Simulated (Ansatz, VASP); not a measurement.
# Cross-check of InGaSbAs (InAs/GaSb (001) superlattice, 2 and 2 atomic planes, on GaSb) between VASP and Ansatz

Aim: how closely do two programs agree when they are given the same cell, functional and k mesh? The structure shown is the end of the Ansatz relaxation below.

Calculated with Ansatz 0.2.0; plane waves, with VASP 6.6.1 beside it; single point at PBE.

### 1. Set-up

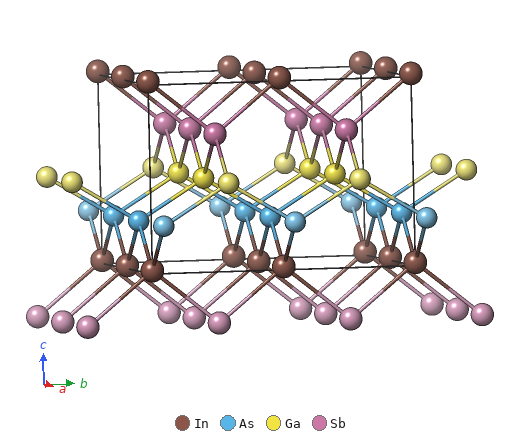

The starting structure, seen from the side, with the c axis up (indium brown, arsenic blue, gallium yellow, antimony pink). Some periodic images of atoms are drawn too.

The cell holds 16 atoms: 4 In, 4 As, 4 Ga and 4 Sb. Its edges and angles: a = 8.768 Å, b = 8.768 Å, c = 6.192 Å, α = 90.0°, β = 90.0°, γ = 90.0°. It derives from InAs. Diamond or zinc-blende (001) planes, four atoms a plane, in-plane lattice constant that of GaSb (6.2 A); 2 planes of InAs and 2 of GaSb, plane spacings from the elastic response (2 C12/C11 taken as 1.0); (so at first; earlier steps may have moved the atoms), displaced by a Gaussian of 0.015 A. Lattice constants are starting values near those of PBE. The structure's axis is c.

### 2. Ansatz: relaxation, PBE

Ansatz runs on its default PAW (the set named soft_2) files.

This run makes the geometry at which the two programs are then compared.

input.yaml

```yaml
crystal:
  lattice:
    - [8.76812, 0.0, 0.0]
    - [0.0, 8.76812, 0.0]
    - [0.0, 0.0, 6.2]
  atoms:
    - { symbol: In, position: [0.99929, 0.9999, 0.99483] }
    - { symbol: As, position: [0.25281, 0.99693, 0.24716] }
    - { symbol: Ga, position: [0.25086, 0.24787, 0.49663] }
    - { symbol: Sb, position: [0.49844, 0.25094, 0.75555] }
    - { symbol: Ga, position: [0.25007, 0.74809, 0.5005] }
    - { symbol: Sb, position: [0.49898, 0.74997, 0.75284] }
    - { symbol: In, position: [0.49872, 2.0e-05, 0.99788] }
    - { symbol: As, position: [0.74973, 0.00044, 0.2468] }
    - { symbol: In, position: [0.49942, 0.4996, 0.99846] }
    - { symbol: As, position: [0.74797, 0.49757, 0.24882] }
    - { symbol: Ga, position: [0.74954, 0.75382, 0.4933] }
    - { symbol: Sb, position: [0.00019, 0.75063, 0.75329] }
    - { symbol: Ga, position: [0.75086, 0.24856, 0.49919] }
    - { symbol: Sb, position: [0.00093, 0.24946, 0.75187] }
    - { symbol: In, position: [0.9968, 0.50296, 0.00355] }
    - { symbol: As, position: [0.24943, 0.50105, 0.24931] }
kpoints:
  mp_grid: { grid: [2, 2, 3] }
hamiltonian:
  xc: pbe
scf:
  occupations: { method: fermi_dirac, width: 0.025 }
output:
  forces: true
relax:
  f_tol: 0.04
  max_steps: 150
  cell: { fix: [a, b, alpha, beta, gamma] }
```

Command:

```sh
> ansatz run input.yaml --threads 4 --pin off --max-ram 8192MiB --backend cpu --events-out ev --progress --plain --runs-dir out
```

Numbers of over 12 decimals in the logs are rounded to 6 here.

The program printed:

```text
Engine: ansatz 0.2.0, x86_64-unknown-linux-gnu
Pseudopotentials: kind: paw
Pseudopotential: In, paw, valence charge 13, recommended cutoff 420 eV (normal), In.paw.azcp
Pseudopotential: As, paw, valence charge 15, recommended cutoff 420 eV (normal), As.paw.azcp
Pseudopotential: Ga, paw, valence charge 13, recommended cutoff 420 eV (normal), Ga.paw.azcp
Pseudopotential: Sb, paw, valence charge 15, recommended cutoff 420 eV (normal), Sb.paw.azcp
Functional definition: PBE
  parameter kappa = 0.804
  parameter beta = 0.066725
  exchange = pbe_x(kappa = kappa, mu = beta*pi^2/3)
  correlation = pbe_c(beta = beta)
Crystal: 16 atoms, lattice volume = 476.656 Å³
Basis set: ecut = 420 eV, 9333 PW (Γ), exchange–correlation on 120×120×90 points (8 copies of the dense FFT grid, shifted against one another)
Bands: 135, of which v1, the nominal top of the filled ones, is band 112 counted from 1 (111 counted from 0)
Symmetry: 1 space group operations
Space group: P1 (ITA 1), of the structure as read, at distance tolerance 7.8e-5 Å
k-points: 8 of 12 (time reversal used)
Non-local potential: In, projectors of the file, l = 0: 2, l = 1: 2, l = 2: 2, l = 3: 2
Non-local potential: As, projectors of the file, l = 0: 2, l = 1: 2, l = 2: 3, l = 3: 1
Non-local potential: Ga, projectors of the file, l = 0: 2, l = 1: 2, l = 2: 3, l = 3: 1
Non-local potential: Sb, projectors of the file, l = 0: 2, l = 1: 2, l = 2: 2, l = 3: 2
PAW form: soft (Blöchl's): semilocal exchange-correlation on the pseudo side does not see the compensation charge
PAW one-centre angular grid: In, 590 points (default); XC on 64 Gauss nodes
PAW one-centre angular grid: As, 590 points (default); XC on 64 Gauss nodes
PAW one-centre angular grid: Ga, 590 points (default); XC on 64 Gauss nodes
PAW one-centre angular grid: Sb, 590 points (default); XC on 64 Gauss nodes
Initial density: superposition of atomic densities (neutral atoms: chi_scale 0, normalization atom), corrected by the library's trained network
Initial wavefunctions: pseudopotential atomic-orbital guess
Functional: x = pbe(κ = 0.804, μ = 0.219515), c = pbe(β = 0.066725)
SCF iter   1: F=—  HF=-82887.326317 eV  |F-HF|=—  |Δ(HF+E_count)|=         —  Δρ=1.67e-3  dr2=2.55e-2  ethr=1.77e-3  ⟨swp⟩=6.1  Hψ=4127  notcnv=0  defer=6
preconditioner: auto → LDOS  [metal: Δε(μ)=0.032 eV  Ē_g=13.636 eV  σ=0.025 eV  W_gap=0.30  n_scr=112 (ndim 8)  ℏωp=20.4 eV  f_vac=0.114  D(μ)=3.79/eV (n_scr^D=10)  β→1.0]
SCF iter   2: F=—  HF=-82887.318659 eV  |F-HF|=—  |Δ(HF+E_count)|=   7.66e-3  Δρ=1.16e-3  dr2=1.17e-2  ethr=1.14e-5  ⟨swp⟩=2.8  Hψ=1915  notcnv=0  defer=118
SCF iter   3: F=—  HF=-82887.314517 eV  |F-HF|=—  |Δ(HF+E_count)|=   4.14e-3  Δρ=2.75e-4  dr2=4.04e-4  ethr=5.21e-6  ⟨swp⟩=2.0  Hψ=1603  notcnv=0  defer=118
SCF iter   4: F=—  HF=-82887.314328 eV  |F-HF|=—  |Δ(HF+E_count)|=   1.89e-4  Δρ=8.04e-5  dr2=2.45e-5  ethr=1.81e-7  ⟨swp⟩=2.0  Hψ=1859  notcnv=0  defer=118
SCF iter   5: F=—  HF=-82887.314246 eV  |F-HF|=—  |Δ(HF+E_count)|=   8.15e-5  Δρ=2.05e-5  dr2=2.66e-6  ethr=1.09e-8  ⟨swp⟩=2.0  Hψ=1539  notcnv=0  defer=118
SCF iter   6: F=—  HF=-82887.314247 eV  |F-HF|=—  |Δ(HF+E_count)|=   4.95e-7  Δρ=5.85e-6  dr2=1.75e-7  ethr=1.19e-9  ⟨swp⟩=2.0  Hψ=1539  notcnv=0  defer=118
SCF iter   7: F=-82887.314247 eV  HF=-82887.314247 eV  |F-HF|=2.32e-8  |Δ(HF+E_count)|=   2.14e-7  Δρ=1.75e-6  dr2=1.38e-8  ethr=4.46e-11  ⟨swp⟩=4.0  Hψ=3523  notcnv=0
SCF 1 converged in 7 iterations: F = -82887.314247 eV  dr2 = 1.38e-8
  greatest PAW one-centre occupation: 0.999 electrons in one spin orbital (limit 2), on the As atom at site 9 (counted from 0), in its partial waves of l = 2
relax step   1: F+E_penalty+E_count = -82887.31424713 eV  Δ(F+E_penalty+E_count) = +0.000e0 eV  max|allowed force component| = 1.719e0 eV/Å  Δτ_max = 0.0000 Å  P = +1.402 GPa  Ω = 476.656 Å³  fix = [a, b, alpha, beta, gamma]  reactions: a +0.366, b +3.221 GPa; alpha +0.067, beta +0.082, gamma -0.008 GPa/rad  (7 SCF iters, dr2 threshold 1.00e-7 eV, accepted)
[...]
relax step   2: F+E_penalty+E_count = -82888.38143044 eV  Δ(F+E_penalty+E_count) = -1.067e0 eV  max|allowed force component| = 4.916e-1 eV/Å  Δτ_max = 0.1975 Å  P = +0.028 GPa  Ω = 478.564 Å³  energy of the carried Pulay correction = -3.902e-4 eV  fix = [a, b, alpha, beta, gamma]  reactions: a +1.164, b -0.584 GPa; alpha -0.009, beta +0.021, gamma +0.002 GPa/rad  (8 SCF iters, dr2 threshold 1.60e-6 eV, accepted)
[...]
relax step   3: F+E_penalty+E_count = -82888.46329857 eV  Δ(F+E_penalty+E_count) = -8.187e-2 eV  max|allowed force component| = 4.927e-2 eV/Å  Δτ_max = 0.0552 Å  P = +0.403 GPa  Ω = 475.144 Å³  energy of the carried Pulay correction = +3.102e-4 eV  fix = [a, b, alpha, beta, gamma]  reactions: a +0.972, b +0.070 GPa; alpha +0.003, beta +0.000, gamma -0.000 GPa/rad  (6 SCF iters, dr2 threshold 1.60e-6 eV, accepted)
[...]
relax step   4: F+E_penalty+E_count = -82888.46439499 eV  Δ(F+E_penalty+E_count) = -1.096e-3 eV  max|allowed force component| = 2.538e-3 eV/Å  Δτ_max = 0.0076 Å  P = +0.307 GPa  Ω = 476.056 Å³  energy of the carried Pulay correction = +1.230e-4 eV  fix = [a, b, alpha, beta, gamma]  reactions: a +0.884, b +0.014 GPa; alpha -0.000, beta +0.000, gamma -0.000 GPa/rad  (5 SCF iters, dr2 threshold 1.52e-7 eV, accepted)
[...]
relax step   5: F+E_penalty+E_count = -82888.46431786 eV  Δ(F+E_penalty+E_count) = +7.713e-5 eV  max|allowed force component| = 2.558e-3 eV/Å  Δτ_max = 0.0000 Å  P = +0.306 GPa  Ω = 476.056 Å³  fix = [a, b, alpha, beta, gamma]  reactions: a +0.883, b +0.012 GPa; alpha -0.000, beta +0.000, gamma -0.000 GPa/rad  stress off target by 2.41e-2 GPa on what of the cell is left free  SCF on the basis re-selected at this cell (its energy is not comparable with the rows above)  (5 SCF iters)
basis re-selected at this cell: Δ(F+E_penalty+E_count) = +7.713e-5 eV, ΔP = -0.001 GPa vs the last step (what re-selecting the basis moved, of the pressure what is left beyond the Pulay correction that the steps carried, after the strain that the cell walked since its last selection, with what the two solves' SCF thresholds leave and, on support functions, any second-order correction that the steps lacked; it is no m [...]
SCF converged after 5 iterations
Free energy (F): -82888.464318 eV
Harris-Foulkes:  -82888.464318 eV  (|F-HF|=8.73e-11)
Internal energy: -82888.462337 eV  (E = F + TS)
E sigma→0 (E₀):  -82888.463328 eV
Entropy (-TS):   -0.001981 eV (-0.124 meV/atom)
Fermi energy:    7.158366 eV
--- Per-component energies (eV) ---
  E_band       = -2428.537188
  E_kinetic    = 2669.854375
  E_local      = -29474.814517  (includes V_loc(G=0)·N_el)
  E_nonlocal   = 1935.725439
  E_hartree    = 13841.488756
  E_xc         = -2002.870456
  E_vxc        = -1324.057195  (∫ρ·V_xc dr)
  E_paw        = -50222.509965  (= ΣΔE_a)
  E_vpaw       = -3918.222822  (= ΣTr[D̂ρ^β])
  E_aug_tail   = -0.000339  (compensation charges beyond the density's cutoff)
  E_ewald      = -19635.335630
  E_smearing   = -0.001981  (= −TS)
  E_closure    = 0.000000  (closes the sum)
  Σ components = -82888.464318   (vs F -82888.464318, Δ=0.00e0)
--- Forces (eV/Å), atoms counted from 1 ---
  atom   1  In    -0.00067091    -0.00095000     0.00151281
  atom   2  As    -0.00027927    -0.00062252    -0.00182596
  atom   3  Ga    -0.00031919    -0.00006306    -0.00019315
  atom   4  Sb    -0.00015747     0.00009887     0.00083830
  atom   5  Ga    -0.00017365     0.00128069    -0.00035330
  atom   6  Sb    -0.00013613    -0.00044454     0.00198759
  atom   7  In     0.00074061     0.00046435     0.00039248
  atom   8  As     0.00009961     0.00031937    -0.00084124
  atom   9  In    -0.00005604    -0.00005002     0.00151898
  atom  10  As     0.00065159     0.00055459    -0.00255822
  atom  11  Ga    -0.00032307    -0.00057385    -0.00033075
  atom  12  Sb     0.00028746     0.00017269     0.00093829
  atom  13  Ga    -0.00013947     0.00010395    -0.00094096
  atom  14  Sb     0.00027503    -0.00020088     0.00041932
  atom  15  In     0.00083021    -0.00030192     0.00148113
  atom  16  As    -0.00062910     0.00021249    -0.00204232
  max |Σ_I F_I| component: 3.01e-6 eV/Å
--- Stress (GPa, compression-positive) ---
        0.882695       0.000001      -0.000290
        0.000001       0.012244       0.000095
       -0.000290       0.000095       0.024136
  P = ⅓ Tr σ = 0.3064 GPa (3.064 kbar)
--- Relaxed structure (4 steps of the walk, 4 accepted, 1 SCFs on fresh bases) ---
  F+E_penalty+E_count = -82888.46431786 eV   max|allowed force component| = 2.558e-3 eV/Å   (the final SCF, on the basis selected at the relaxed cell)
  cell:  # Å, volume = 476.0556 Å³
    - [8.76812, 0, 0]
    - [0, 8.76812, 0]
    - [0, 0, 6.192196]
  atoms:
    - { symbol: In, position: [0.999697, 0.999936, 1.017514] }
    - { symbol: As, position: [0.249613, 0.999843, 0.267129] }
    - { symbol: Ga, position: [0.249656, 0.249880, 0.483196] }
    - { symbol: Sb, position: [0.499637, 0.249828, 0.729747] }
    - { symbol: Ga, position: [0.249622, 0.749762, 0.483181] }
    - { symbol: Sb, position: [0.499645, 0.749892, 0.729638] }
    - { symbol: In, position: [0.499564, -0.00017296, 1.017630] }
    - { symbol: As, position: [0.749652, -0.000144789, 0.266930] }
    - { symbol: In, position: [0.499651, 0.499889, 1.017498] }
    - { symbol: As, position: [0.749572, 0.499840, 0.267133] }
    - { symbol: Ga, position: [0.749663, 0.749908, 0.483152] }
    - { symbol: Sb, position: [-0.000368548, 0.749883, 0.729725] }
    - { symbol: Ga, position: [0.749628, 0.249794, 0.483218] }
    - { symbol: Sb, position: [-0.000360218, 0.249936, 0.729701] }
    - { symbol: In, position: [0.999536, 0.499907, 0.017630] }
    - { symbol: As, position: [0.249633, 0.499831, 0.266957] }
```

[end of part 1 of 2]

[Lines on the potential files, build, host, timing and source positions are cut from VASP's logs without a mark.]

[Logs are printed without paths, hosts, clocks, repeated set-up lines and the standing remarks that a program may print on its own settings, such as how far it seeks lower states.]

[Hosts, paths, dates, database ids (printed as entryN), source tags and the programs' standing remarks are cut or masked in the printed files.]
